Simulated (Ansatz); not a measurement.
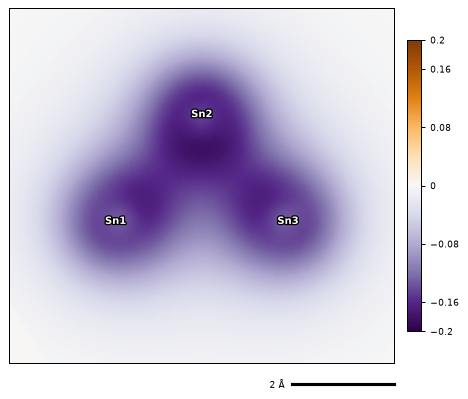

Figure. Sn$_{3}$. The HOMO−1 on a plane 0.8 Å above the molecular plane (values in Å⁻³ᐟ²; the overall sign is arbitrary).

Geometry: PBE0-D4/def2-SVP; core potentials replace the inner electrons of Sn.

These are results of RKS PBE0-D4/def2-TZVP (Ansatz 0.2.0), not measurements.

The calculation's input:

```
crystal:
  periodic: [false, false, false]
  atoms:
    - {symbol: Sn, position_ang: [-0.395604, 1.561398, -0.859139]}
    - {symbol: Sn, position_ang: [1.086024, -0.660719, -0.570758]}
    - {symbol: Sn, position_ang: [-0.690421, -0.900679, 1.429897]}
basis:
  gaussian: {orbitals: def2-TZVP, initial_orbitals: start.molden}
hamiltonian: {xc: pbe0, dispersion: d4}
scf: {omitted_lower_state_checks: [starts]}
output: {forces: true, orbitals: {seedname: orbitals}}
```

Run with:

```sh
ansatz run in.yaml --threads 4 --pin off --events-out ev --progress --plain --max-ram 3916MiB
```

**Where does this orbital lie, and at what energy?**

It lies mainly on Sn2 (about 40 %), Sn1 (about 30 %) and Sn3 (about 30 %); it changes sign across the molecular plane (π type); π-bonding across Sn1–Sn2 and Sn2–Sn3. Its energy is −5.57 eV.
